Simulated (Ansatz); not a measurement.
**One shape, several levels: [PH4]+ (phosphonium)**

Aim: a comparison of 6 runs (BHLYP/3-21G, BLYP/6-31G, RPA@PBE/3-21G, CCSDT(Q)/3-21G, CCSDT/6-31G, UCCSD(T)/6-31G) of [PH4]+ (phosphonium). 

The calculation is run with Ansatz 0.2.0.

## 1. Starting point

[PH4]+ has 5 atoms, charge +1, and is taken as a singlet. SMILES: `[PH4+]`. The H3–P1 distance was set to 2.750 Å, away from the relaxed value. At this shape a bond of the SMILES string is far longer than usual.

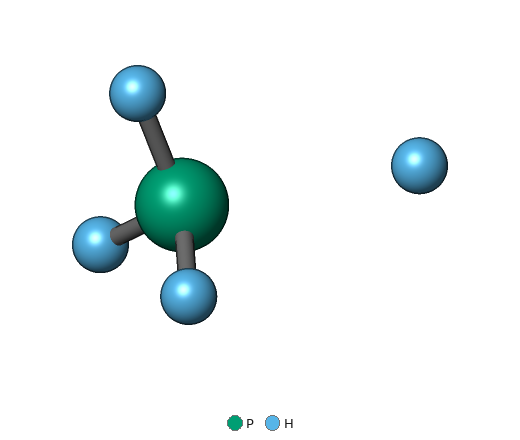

The structure, seen from a chosen angle (phosphorus teal, hydrogen blue).

## 2. The energy at BHLYP/3-21G (run 1)

The input, job.yaml:

```yaml
crystal:
  periodic: [false, false, false]
  atoms:
    - {symbol: P, position_ang: [0.617299, 1.016081, -0.690931]}
    - {symbol: H, position_ang: [1.974779, 0.954751, -0.480531]}
    - {symbol: H, position_ang: [-0.617320, -1.016050, 0.691010]}
    - {symbol: H, position_ang: [0.355459, 0.882331, -2.034321]}
    - {symbol: H, position_ang: [0.139069, 2.227221, -0.249151]}
basis:
  gaussian: {orbitals: 3-21G.json}
accuracy: high
total_charge: 1
hamiltonian: {xc: {name: BHLYP}}
```

The basis set 3-21G is read from a file made from the Basis Set Exchange's data (not shown).

The run is started by

```bash
$ ansatz run job.yaml --threads 1 --pin off --max-ram 2610MiB --events-out events.jsonl --progress --plain --runs-dir runs
```

Output:

```text
Warning: RAYON_NUM_THREADS=1 ignored (pool sized by the plan → 1); use --threads N
Functional definition: BHLYP
  name "BHLYP"
  parameter a = 0.5
  exchange = (1 - a)*b88_x + a*exact_x
  correlation = lyp_c
415 factors; integrals over basis functions are off by at most 4.1e-9 eV
mean field evaluation 1: about -9289.5867 eV, gradient 2.2e1 eV
mean field evaluation 2: about -9285.7710 eV, gradient 3.5e1 eV
mean field evaluation 4: about -9292.8975 eV, gradient 1.6e0 eV
mean field evaluation 8: about -9292.8939 eV, gradient 3.5e-2 eV
mean field evaluation 16: about -9292.8939 eV, gradient 5.7e-9 eV
mean field -9292.89390268 eV, -341.5075519739 hartree, gradient 1.1e-8 eV, S^2 0.000000; 0 other end points of the search recorded, 0 dependent functions left out
reference -9292.89392228 eV, -341.5075526939 hartree; 9, 9 occupied and 12, 12 virtual orbitals, 415 factors
Total energy: -9292.89392228 eV, -341.5075526939 hartree
```

Wall time 0.63 s (1 thread of AMD EPYC 7R43 (Zen 3), shared host); peak memory 0.098 GiB.

## 3. A single-point energy at BLYP/6-31G (run 2)

The input, molecule.yaml:

```yaml
basis:
  gaussian:
    orbitals: 6-31G
crystal:
  periodic: [false, false, false]
  atoms:
    - {symbol: P, position_ang: [0.617299, 1.016081, -0.690931]}
    - {symbol: H, position_ang: [1.974779, 0.954751, -0.480531]}
    - {symbol: H, position_ang: [-0.617320, -1.016050, 0.691010]}
    - {symbol: H, position_ang: [0.355459, 0.882331, -2.034321]}
    - {symbol: H, position_ang: [0.139069, 2.227221, -0.249151]}
accuracy: high
hamiltonian:
  xc: {name: BLYP}
total_charge: 1
```

The run is started by

```bash
$ ansatz run molecule.yaml --threads 1 --pin off --max-ram 2610MiB --events-out events.jsonl --progress --plain --runs-dir runs
```

Output:

```text
Warning: RAYON_NUM_THREADS=1 ignored (pool sized by the plan → 1); use --threads N
Functional definition: BLYP
  name "BLYP"
  parameter beta = 0.0042
  parameter a = 0.04918
  parameter b = 0.132
  parameter c = 0.2533
  parameter d = 0.349
  exchange = b88_x(beta = beta)
  correlation = lyp_c(a = a, b = b, c = c, d = d)
471 factors; integrals over basis functions are off by at most 2.6e-9 eV
mean field evaluation 1: about -9333.7321 eV, gradient 2.8e1 eV
mean field evaluation 2: about -9321.1979 eV, gradient 4.9e1 eV
mean field evaluation 4: about -9336.1899 eV, gradient 2.4e1 eV
mean field evaluation 8: about -9339.3546 eV, gradient 7.6e0 eV
mean field evaluation 16: about -9340.0371 eV, gradient 6.2e-8 eV
mean field -9340.03709465 eV, -343.2400323240 hartree, gradient 6.2e-8 eV, S^2 0.000000; 0 other end points of the search recorded, 0 dependent functions left out
reference -9340.03713866 eV, -343.2400339413 hartree; 9, 9 occupied and 12, 12 virtual orbitals, 471 factors
Total energy: -9340.03713866 eV, -343.2400339413 hartree
```

Wall time 0.83 s (1 thread of AMD EPYC 7R43 (Zen 3), shared host); peak memory 0.1 GiB.

Run 3 isn't shown in full; the table further down has it.

## 4. A single-point energy at CCSDT(Q)/3-21G (run 4)

The input, run.yaml:

```yaml
crystal:
  periodic: [false, false, false]
  atoms:
    - {symbol: P, position_ang: [0.617299, 1.016081, -0.690931]}
    - {symbol: H, position_ang: [1.974779, 0.954751, -0.480531]}
    - {symbol: H, position_ang: [-0.617320, -1.016050, 0.691010]}
    - {symbol: H, position_ang: [0.355459, 0.882331, -2.034321]}
    - {symbol: H, position_ang: [0.139069, 2.227221, -0.249151]}
basis:
  gaussian:
    orbitals: 3-21G.json
total_charge: 1
magnetization:
  spin_polarized: false
  initial_magnetization: 0
correlation:
  method: ccsdt_q
  frozen_orbitals: {H: 0, P: 5}
accuracy: high
scf:
  omitted_lower_state_checks: [cluster_reference, increment]
```

The basis set 3-21G is read from a file made from the Basis Set Exchange's data (not shown).

The run is started by

```bash
$ ansatz run run.yaml --threads 1 --pin off --max-ram 2610MiB --events-out events.jsonl --progress --plain --runs-dir runs
```

Output:

```text
Warning: RAYON_NUM_THREADS=1 ignored (pool sized by the plan → 1); use --threads N
[... 12 lines left out ...]
5 core orbitals not correlated: weight in the atoms' cores, before any rotation towards them, 1.000 or more for the frozen orbitals, at most 0.000 for the correlated occupied ones
[... 28 lines left out ...]
WARN: these amplitudes may be one of several solutions (largest doubles amplitude 0.48, level shift 1.70 eV)
Total energy: -9278.42906591 eV, -340.9759790271 hartree
Checks for a lower state left out: cluster_reference, increment
```

It took 0.47 s on 1 thread of AMD EPYC 7R43 (Zen 3), shared host.

Run 5 isn't shown in full; the table further down has it.

## 5. The energy at UCCSD(T)/6-31G (run 6)

The input, in.yaml:

```yaml
crystal:
  periodic: [false, false, false]
  atoms:
    - {symbol: P, position_ang: [0.617299, 1.016081, -0.690931]}
    - {symbol: H, position_ang: [1.974779, 0.954751, -0.480531]}
    - {symbol: H, position_ang: [-0.617320, -1.016050, 0.691010]}
    - {symbol: H, position_ang: [0.355459, 0.882331, -2.034321]}
    - {symbol: H, position_ang: [0.139069, 2.227221, -0.249151]}
basis:
  gaussian: {orbitals: 6-31G}
total_charge: 1
magnetization: {spin_polarized: true}
correlation: {method: ccsd_t, frozen_orbitals: {H: 0, P: 5}}
accuracy: high
scf: {omitted_lower_state_checks: [cluster_reference, increment]}
```

The run is started by

```bash
$ ansatz run in.yaml --threads 1 --pin off --max-ram 2610MiB --events-out events.jsonl --progress --plain --runs-dir runs
```

Output:

```text
Warning: RAYON_NUM_THREADS=1 ignored (pool sized by the plan → 1); use --threads N
[... 13 lines left out ...]
5 core orbitals not correlated: weight in the atoms' cores, before any rotation towards them, 1.000 or more for the frozen orbitals, at most 0.000 for the correlated occupied ones
[... 33 lines left out ...]
Total energy: -9324.43488778 eV, -342.6666617968 hartree
Checks for a lower state left out: cluster_reference, increment
```

Run time: 0.47 s. Hardware: 1 thread of AMD EPYC 7R43 (Zen 3), shared host.

## 6. Overview of the runs

```csv
run,level,frozen core orbitals,energy (Eh),wall time
1,BHLYP/3-21G,–,-341.507553,0.63 s
2,BLYP/6-31G,–,-343.240034,0.83 s
3,RPA@PBE/3-21G,5,-341.023254,1 s
4,CCSDT(Q)/3-21G,5,-340.975979,0.47 s
5,CCSDT/6-31G,5,-342.668682,0.49 s
6,UCCSD(T)/6-31G,5,-342.666662,0.47 s
```

## 7. Summary of results

| quantity | value |
| --- | --- |
| run 6: total energy | -342.66666 Eh |
| run 6: correlation energy (5 core orbitals frozen) | -83.3 mEh |
| run 6: (T) correction | -2.59 mEh |
| run 6: ⟨S²⟩ of the reference determinant | 0.880 |
| run 6: T1 diagnostic | 0.076 |

What this shows: Totals of different functionals can't be ranked against each other. In runs 3, 4, 5 the log says that unrestricted orbitals would lower the reference, so the values rest on an unstable closed-shell determinant (other closed-shell runs at this shape may share the fault). Spin contamination of the reference: run 6 ⟨S²⟩ = 0.88. Where it is this large, the reference is a mixture of spin states, and values that rest on it are in doubt. All runs together took 3.9 s, the longest 1 s.
